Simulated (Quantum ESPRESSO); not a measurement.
# Fixed-spin-moment curve of CaCo2As2, part 2 of 2

Wanted: E(M) for CaCo2As2 from a parallel start.

Quantum ESPRESSO 7.5; PBEsol; plane waves with GBRV 1.5 PBEsol potentials, no spin-orbit coupling.

So far, absolute magnetization (μB): step 2 (the free run) 1.51; step 4 (Kohn–Sham states 38, tot magnetization 0.257, fixed moment …) 0.354.

**5. Moment fixed at 0.514 μB**

pw.in

```
&CONTROL
  calculation = 'scf'
  prefix = 'pwscf'
  outdir = './tmp'
  pseudo_dir = './pseudo'
  disk_io = 'nowf'
/
&SYSTEM
  ibrav = 0
  celldm(1) = 8
  nat = 5
  ntyp = 3
  ecutwfc = 40
  ecutrho = 280
  nbnd = 38
  occupations = 'smearing'
  smearing = 'fd'
  degauss = 0.00367493
  nspin = 2
  starting_magnetization(1) = 0
  starting_magnetization(2) = 0.0151
  starting_magnetization(3) = 0
  tot_magnetization = 0.514
/
&ELECTRONS
  conv_thr = 1d-08
  electron_maxstep = 150
  mixing_beta = 0.3
/
ATOMIC_SPECIES
Ca     40.0780 ca_pbesol_v1.uspp.F.UPF
Co     58.9332 co_pbesol_v1.2.uspp.F.UPF
As     74.9216 as_pbesol_v1.uspp.F.UPF
CELL_PARAMETERS alat
  -0.4734617648169    0.4734617648169    1.1921829531093
   0.4734617648169   -0.4734617648169    1.1921829531093
   0.4734617648169    0.4734617648169   -1.1921829531093
ATOMIC_POSITIONS crystal
Ca      0.0000000000    0.0000000000    0.0000000000
Co      0.7500000000    0.2500000000    0.5000000000
Co      0.2500000000    0.7500000000    0.5000000000
As      0.3634838400    0.3634838400    0.0000000000
As      0.6365161600    0.6365161600    0.0000000000
K_POINTS automatic
10 10 10 0 0 0
```

Started as:

```sh
> OMP_NUM_THREADS=1 mpirun -n 4 pw.x -nk 4 -in pw.in > pw.out
```

What it wrote:

```text
     [... lines left out ...]
Program PWSCF v.7.5 starts
     [... lines left out ...]
     number of atoms/cell      =            5
     [... lines left out ...]
     number of electrons       =        54.00 (up:  27.26, down:  26.74)
     number of Kohn-Sham states=           38
     kinetic-energy cutoff     =      40.0000  Ry
     charge density cutoff     =     280.0000  Ry
     scf convergence threshold =      1.0E-08
     [... lines left out ...]
     16 Sym. Ops., with inversion, found
     [... lines left out ...]
     number of k points=   102  Fermi-Dirac smearing, width (Ry)=  0.0037
     [... lines left out ...]
     iteration # 17     ecut=    40.00 Ry     beta= 0.30
     [... lines left out ...]
     Magnetic moment per site  (integrated on atomic sphere of radius R)
     atom   1 (R=0.307)  charge=  8.5725  magn= -0.0109
     atom   2 (R=0.225)  charge= 15.2891  magn=  0.2929
     atom   3 (R=0.225)  charge= 15.2891  magn=  0.2929
     atom   4 (R=0.225)  charge=  2.3822  magn= -0.0052
     atom   5 (R=0.225)  charge=  2.3822  magn= -0.0052
     [... lines left out ...]
     the spin up/dw Fermi energies are    11.9956   12.1515 ev
!    total energy              =    -751.57469657 Ry
     estimated scf accuracy    <          4.2E-09 Ry
     smearing contrib. (-TS)   =      -0.00324040 Ry
     [... lines left out ...]
     total magnetization       =     0.51 Bohr mag/cell
     absolute magnetization    =     0.67 Bohr mag/cell
     convergence has been achieved in  17 iterations
```

The job ended after 2.9 min (4 MPI ranks of Intel Xeon 6975P-C (Granite Rapids), shared host; peak memory 0.83 GiB; 11 min of CPU time).

Numbers from this step:

```
magnetization                                 : 0.514 μB
absolute magnetization                        : 0.673 μB
half the difference of the two Fermi energies : -77.9 meV
largest moment                                : 0.2929 μB
```

**6. A faulty input**

As a test, an input with a fault in it is run.

pw.in

```
&CONTROL
  calculation = 'scf'
  prefix = 'pwscf'
  outdir = './tmp'
  pseudo_dir = './pseudo'
  disk_io = 'nowf'
/
&SYSTEM
  ibrav = 0
  nat = 5
  ntyp = 3
  encut = 500
  ecutwfc = 40
  ecutrho = 280
  nbnd = 39
  occupations = 'smearing'
  smearing = 'fd'
  degauss = 0.00367493
  nspin = 2
  starting_magnetization(1) = 0
  starting_magnetization(2) = 0.1176
  starting_magnetization(3) = 0
/
&ELECTRONS
  conv_thr = 1d-08
  electron_maxstep = 100
  mixing_beta = 0.3
/
ATOMIC_SPECIES
Ca     40.0780 ca_pbesol_v1.uspp.F.UPF
Co     58.9332 co_pbesol_v1.2.uspp.F.UPF
As     74.9216 as_pbesol_v1.uspp.F.UPF
CELL_PARAMETERS angstrom
  -2.0043614094    2.0043614094    5.0470084001
   2.0043614094   -2.0043614094    5.0470084001
   2.0043614094    2.0043614094   -5.0470084001
ATOMIC_POSITIONS crystal
Ca      0.0000000000    0.0000000000    0.0000000000
Co      0.7500000000    0.2500000000    0.5000000000
Co      0.2500000000    0.7500000000    0.5000000000
As      0.3634838400    0.3634838400    0.0000000000
As      0.6365161600    0.6365161600    0.0000000000
K_POINTS automatic
10 10 10 0 0 0
```

What it wrote:

```text
     [... lines left out ...]
Program PWSCF v.7.5 starts
     Error in routine  read_namelists (1):
      bad line in namelist &system: "  encut = 500" (error could be in the previous line)
 %%%%%%%%%%%%%%%%%%%%%%%%%%%%%%%%%%%%%%%%%%%%%%%%%%%%%%%%%%%%%%%%%%%%%%%%%%%%%%
     stopping ...
```

Run time: 0.67 s. Hardware: 4 MPI ranks; peak memory 0.05 GiB.

The program refused the input before any cycle.

The program's message: “read_namelists (1): bad line in namelist &system: " encut = 500" (error could be in the previous line)”

The fault put into the input: a keyword of another program.

**7. All moments**

The runs not shown differ in the target, the start and the number of states alone. The point at 1.37 μB is the free run, entered with slope zero.

Table of energy over the lowest by total spin moment:

| total spin moment (μB a cell) | energy over the lowest (meV a cell) |
| --- | --- |
| 0.00 | 78.9 |
| 0.26 | 72.8 |
| 0.51 | 56.4 |
| 0.77 | 34.5 |
| 1.03 | 13.2 |
| 1.29 | 0.878 |
| 1.37 | 0 |
| 1.54 | 3.29 |
| 1.80 | 20.8 |
| 2.06 | 57.1 |
| 2.31 | 114 |
| 2.57 | 190 |

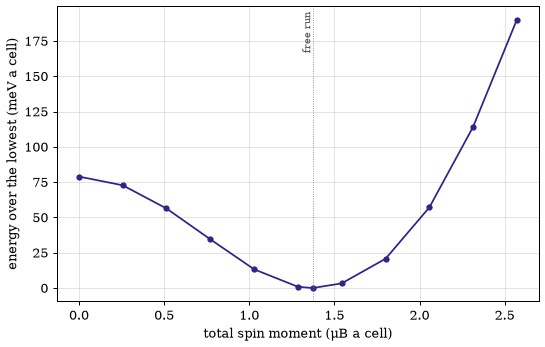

Energy over the lowest against total spin moment.

The dE/dM by total spin moment:

| total spin moment (μB a cell) | dE/dM (meV/μB) |
| --- | --- |
| 0.00 | -0.0283 |
| 0.26 | -46.5 |
| 0.51 | -77.9 |
| 0.77 | -88.0 |
| 1.03 | -71.5 |
| 1.29 | -20.4 |
| 1.37 | 0 |
| 1.54 | 38.0 |
| 1.80 | 101 |
| 2.06 | 183 |
| 2.31 | 260 |
| 2.57 | 330 |

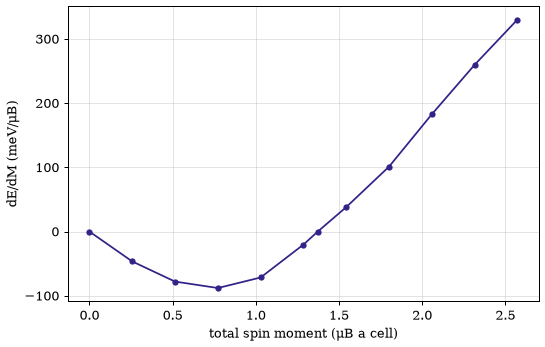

dE/dM, plotted against total spin moment.

The largest site moment by total spin moment:

| total spin moment (μB a cell) | largest site moment (μB) |
| --- | --- |
| 0.00 | 2.0e-5 |
| 0.26 | 0.151 |
| 0.51 | 0.293 |
| 0.77 | 0.425 |
| 1.03 | 0.544 |
| 1.29 | 0.647 |
| 1.37 | 0.679 |
| 1.54 | 0.742 |
| 1.80 | 0.838 |
| 2.06 | 0.932 |
| 2.31 | 1.02 |
| 2.57 | 1.11 |

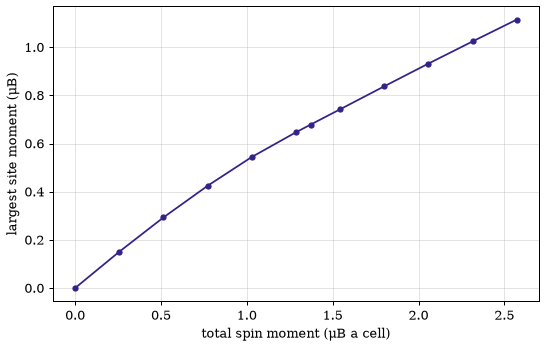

Largest site moment against total spin moment.

**8. What came out**

```
moment of the free run                              : 1.37 μB a cell
energy at zero total moment                         : 78.9 meV a cell over the lowest
ΔE/ΔM² from the lowest point to 1.54 and to 1.03 μB : 113 and 112 meV/μB²
```

What this shows: At zero total moment the site moments vanish, so the 79 meV a cell is the energy of forming them. The points show one minimum alone. All runs start parallel; opposed orders may lie lower.

[Logs and program files are shortened in this print: banners, set-up blocks, solver, clock and traceback lines can be left out without a mark of their own.]

[Logs are printed without paths, hosts, clocks, repeated set-up lines and the standing remarks that a program may print on its own settings, such as how far it seeks lower states.]

[Hosts, paths, dates, database ids (printed as entryN), source tags and the programs' standing remarks are cut or masked in the printed files.]

[Where a cell is said to come from a database of computed structures, the database is the Materials Project.]
